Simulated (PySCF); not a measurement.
NMR shielding calculation, with input and output: C6H15ClSi

The run: NMR shielding calculation of C6H15ClSi, SMILES CC(C)(C)C[SiH2]CCl. Method and program: GIAO PBE0/6-31G* NMR shielding, non-relativistic, gas phase (PySCF 2.14.0).

The geometry comes from this level: GFN2-xTB. Figures and captions count atoms from 1; the log counts them from 0 in places.

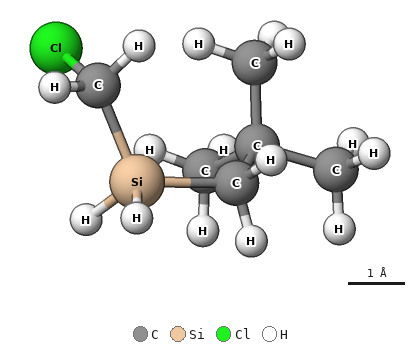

The structure (ball-and-stick view, seen at a tilt).

The input:
```
{"job": {"xc": "PBE0", "basis": "6-31G*", "kind": "nmr", "pop": false}, "charge": 0, "multiplicity": 1}
C     -2.218096     1.052393     0.341945
C     -0.931174     0.218487     0.335942
C     -0.243731     0.365388     1.693234
C     -1.287611    -1.248411     0.101278
C     -0.023112     0.741734    -0.789369
Si     1.520304    -0.239932    -1.318289
C      2.845504    -0.453486     0.053748
Cl     2.550027    -1.933098     1.012520
H     -1.992992     2.106465     0.491572
H     -2.749988     0.946555    -0.601482
H     -2.879441     0.729050     1.143095
H      0.061425     1.396505     1.862073
H     -0.924267     0.078513     2.492361
H      0.631482    -0.272917     1.754941
H     -2.022502    -1.580773     0.831545
H     -1.704923    -1.386641    -0.893896
H     -0.405718    -1.876565     0.198199
H      0.287231     1.758000    -0.531355
H     -0.631330     0.839890    -1.692378
H      1.209991    -1.571572    -1.840086
H      2.189475     0.557313    -2.359809
H      2.877182     0.372302     0.760355
H      3.837512    -0.572218    -0.375584
```

The first line tells a small driver script what to run in PySCF; the rest is the geometry in Å.

Launch command:
```bash
OMP_NUM_THREADS=1 python <driver script> task.json out
```

Log:
```
coarse grid: 19064 points
cycle   1  E = -986.7681519728  dE =  4.910e-01  |g| = 4.959e-01  |ddm| = 3.990e+00
cycle   2  E = -986.7567682513  dE =  1.138e-02  |g| = 5.404e-01  |ddm| = 1.142e+00
cycle   3  E = -986.8365431662  dE = -7.977e-02  |g| = 5.453e-02  |ddm| = 6.333e-01
cycle   4  E = -986.8372111251  dE = -6.680e-04  |g| = 2.284e-02  |ddm| = 8.197e-02
cycle   5  E = -986.8373364390  dE = -1.253e-04  |g| = 4.126e-03  |ddm| = 2.281e-02
cycle   6  E = -986.8373407823  dE = -4.343e-06  |g| = 8.739e-04  |ddm| = 5.771e-03
final grid: 171504 points
cycle   7  E = -986.7589873315  dE = -4.895e-05  |g| = 1.049e-02  |ddm| = 3.642e-02
cycle   8  E = -986.7589756297  dE =  1.170e-05  |g| = 1.249e-02  |ddm| = 2.281e-02
cycle   9  E = -986.7590169782  dE = -4.135e-05  |g| = 9.469e-04  |ddm| = 1.298e-02
cycle  10  E = -986.7590171993  dE = -2.211e-07  |g| = 2.260e-04  |ddm| = 1.223e-03
cycle  11  E = -986.7590172117  dE = -1.242e-08  |g| = 4.575e-05  |ddm| = 2.302e-04
cycle  12  E = -986.7590172122  dE = -4.970e-10  |g| = 1.954e-05  |ddm| = 6.950e-05
```

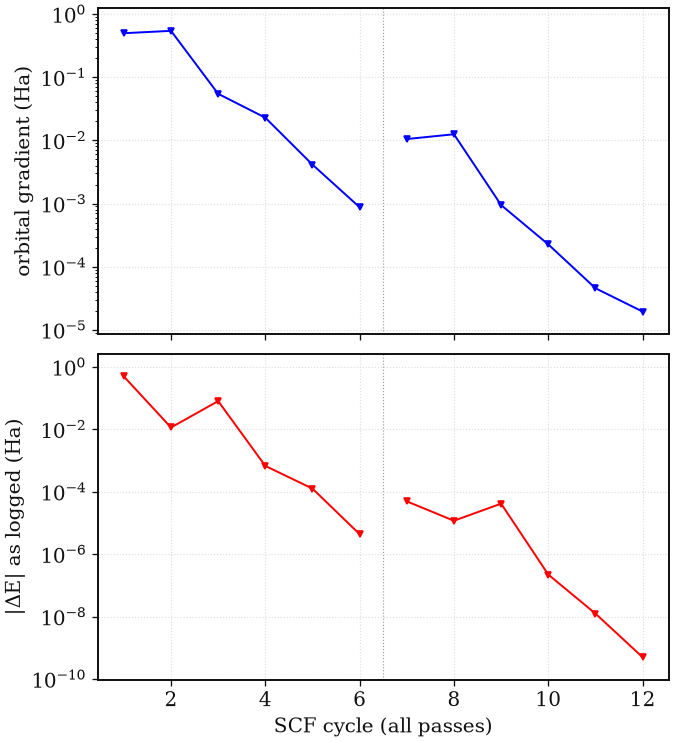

Convergence of the self-consistent field: orbital gradient and size of the energy change against the SCF cycle. The dotted line marks the change from a coarse to the final integration grid. The first 6 cycles use a coarse grid, the final grid takes over at cycle 7, and the field converges after 12 cycles in all.

```
converged SCF energy = -986.7590172122

GIAO shielding tensors (ppm)
atom      isotropic    diamagn.    paramagn.     s11        s22        s33       span
  0 C      160.813     248.816     -88.003    140.458    148.952    193.030     52.572
  1 C      166.965     233.082     -66.117    163.624    166.801    170.470      6.845
  2 C      166.295     249.981     -83.686    151.456    154.495    192.933     41.477
  3 C      165.822     249.936     -84.114    151.953    156.915    188.597     36.644
  4 C      166.640     247.166     -80.526    151.870    157.158    190.893     39.023
  5 Si     433.396     881.257    -447.861    390.899    448.401    460.889     69.990
  6 C      168.595     249.229     -80.634    150.331    157.686    197.768     47.437
  7 Cl     920.270    1145.734    -225.465    818.371    864.560   1077.878    259.507
  8 H       31.215      30.873       0.342     27.835     28.980     36.831      8.996
  9 H       31.333      30.922       0.411     27.840     28.993     37.167      9.327
 10 H       31.274      31.033       0.242     27.519     28.761     37.543     10.024
 11 H       31.518      32.133      -0.615     28.524     29.248     36.783      8.260
 12 H       31.318      31.914      -0.596     27.530     29.194     37.229      9.699
 13 H       30.581      31.797      -1.215     24.552     29.516     37.676     13.124
 14 H       31.226      31.705      -0.479     27.531     29.022     37.125      9.594
 15 H       31.344      31.771      -0.427     28.356     28.692     36.983      8.627
 16 H       30.747      31.369      -0.622     25.969     30.639     35.633      9.664
 17 H       31.378      31.719      -0.340     27.311     30.600     36.224      8.913
 18 H       31.465      31.511      -0.046     26.425     31.279     36.691     10.266
 19 H       27.749      30.006      -2.257     24.787     26.410     32.052      7.265
 20 H       27.914      29.784      -1.870     23.662     26.399     33.682     10.021
 21 H       29.686      30.135      -0.450     26.324     27.518     35.215      8.891
 22 H       29.529      28.461       1.068     22.884     28.495     37.209     14.325
```

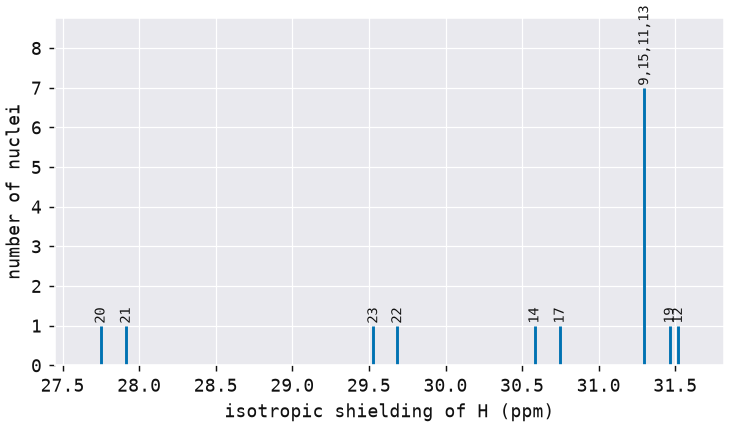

Isotropic shieldings of the hydrogen nuclei in this fixed geometry, labelled by atom number; shielding grows to the right, so chemical shift grows to the left. The least shielded is H20 (27.7 ppm), the most shielded H12 (31.5 ppm).

Summary:

```tsv
quantity	value
outcome	converged
total energy	−986.759017 hartree
HOMO	−7.79 eV
LUMO	0.68 eV
dipole moment	1.91 D
isotropic shielding, C	160.8 to 168.6 ppm
isotropic shielding, Si	433.4 ppm
isotropic shielding, Cl	920.3 ppm
isotropic shielding, H	27.7 to 31.5 ppm
hardware	1 CPU thread, shared host
wall time	20 s
peak memory	0.79 GiB
```
